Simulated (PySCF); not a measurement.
NMR shielding calculation of C7H8O2

System: C7H8O2, SMILES CC1=CC(OC=O)=CC1.
Method: GIAO PBE0/pcSseg-1 NMR shielding, non-relativistic, gas phase (PySCF 2.14.0).

The geometry comes from this level: B3LYP-D3(BJ)/def2-SVP. Figures and captions count atoms from 1; the log counts them from 0 in places.

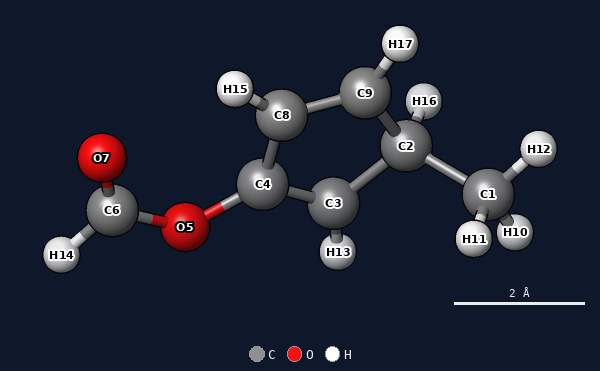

*The structure (ball-and-stick view, seen at a tilt; atoms are numbered from 1 in the order of the input).*

Bond lengths as drawn: C–C 1.35 to 1.54 Å, C–H 1.09 to 1.11 Å and C–O 1.20 to 1.38 Å.

### Results in brief

- outcome: converged
- total energy: −421.441457 hartree
- HOMO: −6.45 eV
- LUMO: −0.96 eV
- dipole moment: 2.11 D
- isotropic shielding, C: 23.4 to 168.2 ppm
- isotropic shielding, O: −120.0 to 82.4 ppm
- isotropic shielding, H: 23.4 to 30.7 ppm
- hardware: 1 CPU thread, shared host
- wall time: 48 s
- peak memory: 0.88 GiB

### Input file
```
{"job": {"kind": "nmr", "xc": "PBE0", "basis": "pcSseg-1", "pop": false}, "charge": 0, "multiplicity": 1}
C     -2.546035    -0.191500    -0.203990
C     -1.237072    -0.356435     0.584059
C     -0.146472    -1.076341    -0.163151
C      0.950230    -0.287511    -0.180320
O      2.116080    -0.690515    -0.799054
C      3.246431     0.041411    -0.835867
O      3.429326     1.124412    -0.358169
C      0.692612     0.981921     0.524804
C     -0.581706     0.947280     0.968362
H     -2.972448    -1.171984    -0.467112
H     -2.366950     0.367320    -1.135309
H     -3.294845     0.356427     0.389253
H     -0.237258    -2.063635    -0.613454
H      4.004788    -0.541169    -1.398745
H      1.422172     1.776772     0.646609
H     -1.461645    -0.917300     1.515069
H     -1.091679     1.734600     1.525227
```

The first line tells a small driver script what to run in PySCF; the rest is the geometry in Å.

Launched with:
```bash
OMP_NUM_THREADS=1 python <driver script> task.json out
```

### The program's output
```
coarse grid: 14736 points
cycle   1  E = -421.2109187538  dE =  1.544e+00  |g| = 8.851e-01  |ddm| = 3.807e+00
cycle   2  E = -420.8595614714  dE =  3.514e-01  |g| = 1.626e+00  |ddm| = 1.562e+00
cycle   3  E = -421.3497332928  dE = -4.902e-01  |g| = 2.892e-01  |ddm| = 1.147e+00
cycle   4  E = -421.3648088227  dE = -1.508e-02  |g| = 8.383e-02  |ddm| = 2.446e-01
cycle   5  E = -421.3658917641  dE = -1.083e-03  |g| = 2.418e-02  |ddm| = 5.638e-02
cycle   6  E = -421.3660180781  dE = -1.263e-04  |g| = 5.367e-03  |ddm| = 2.178e-02
cycle   7  E = -421.3660242887  dE = -6.211e-06  |g| = 1.310e-03  |ddm| = 5.894e-03
final grid: 143848 points
cycle   8  E = -421.4414218530  dE = -2.172e-05  |g| = 1.347e-02  |ddm| = 3.537e-02
cycle   9  E = -421.4413778307  dE =  4.402e-05  |g| = 2.065e-02  |ddm| = 2.226e-02
cycle  10  E = -421.4414558612  dE = -7.803e-05  |g| = 2.431e-03  |ddm| = 1.335e-02
cycle  11  E = -421.4414569787  dE = -1.117e-06  |g| = 4.464e-04  |ddm| = 1.724e-03
cycle  12  E = -421.4414570106  dE = -3.185e-08  |g| = 1.637e-04  |ddm| = 3.995e-04
cycle  13  E = -421.4414570159  dE = -5.341e-09  |g| = 3.739e-05  |ddm| = 1.441e-04
cycle  14  E = -421.4414570161  dE = -2.303e-10  |g| = 1.937e-05  |ddm| = 4.239e-05
```

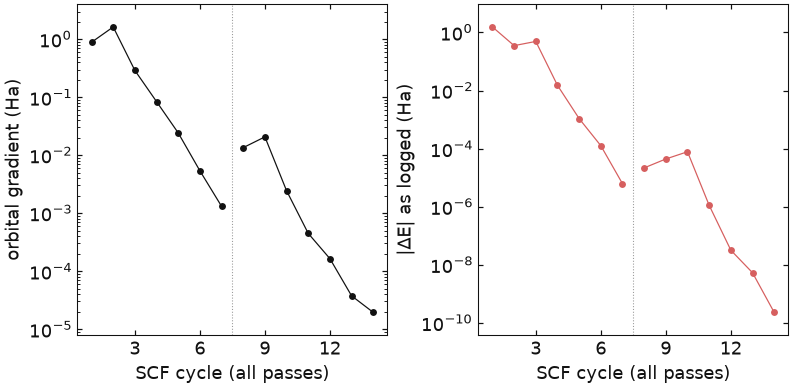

*Convergence of the self-consistent field: orbital gradient and size of the energy change against the SCF cycle. The dotted line marks the change from a coarse to the final integration grid.*

The first 7 cycles use a coarse grid, the final grid takes over at cycle 8, and the field converges after 14 cycles in all.

```
converged SCF energy = -421.4414570161

GIAO shielding tensors (ppm)
atom      isotropic    diamagn.    paramagn.     s11        s22        s33       span
  0 C      168.161     245.432     -77.271    159.565    161.285    183.632     24.067
  1 C      138.144     248.886    -110.743    126.327    143.547    144.557     18.230
  2 C       58.315     255.219    -196.904    -19.258     51.824    142.378    161.636
  3 C       23.418     258.208    -234.790    -69.755     55.956     84.052    153.807
  4 O       82.434     400.287    -317.853    -96.807    126.121    217.989    314.795
  5 C       23.862     241.935    -218.073    -84.449     68.641     87.395    171.845
  6 O     -120.046     402.443    -522.489   -405.820   -236.782    282.465    688.285
  7 C       47.319     255.372    -208.052    -56.222     58.434    139.746    195.968
  8 C       33.332     257.387    -224.055    -74.426     29.000    145.423    219.849
  9 H       29.764      28.478       1.286     25.092     27.699     36.500     11.408
 10 H       30.705      29.423       1.282     26.394     28.793     36.928     10.533
 11 H       29.766      28.276       1.489     25.151     27.541     36.606     11.455
 12 H       25.237      32.887      -7.650     23.117     25.391     27.203      4.086
 13 H       23.448      23.950      -0.502     18.687     23.895     27.763      9.076
 14 H       23.400      32.829      -9.428     19.453     22.530     28.218      8.765
 15 H       28.214      30.314      -2.100     24.317     25.355     34.970     10.653
 16 H       24.629      32.507      -7.878     22.986     24.486     26.416      3.430
```

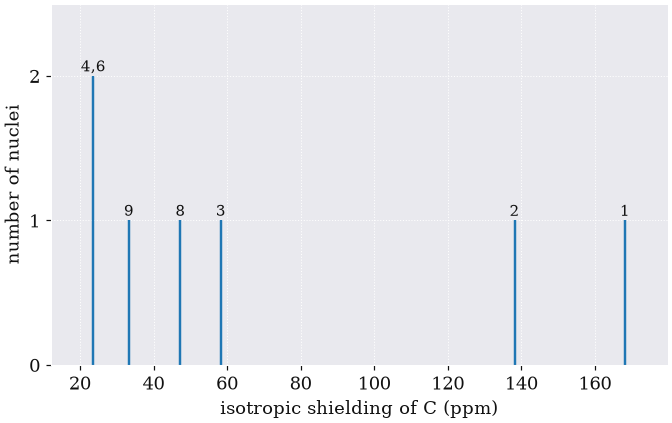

*Isotropic shieldings of the carbon nuclei in this fixed geometry, labelled by atom number; shielding grows to the right, so chemical shift grows to the left.*

The least shielded is C4 (23.4 ppm), the most shielded C1 (168.2 ppm).
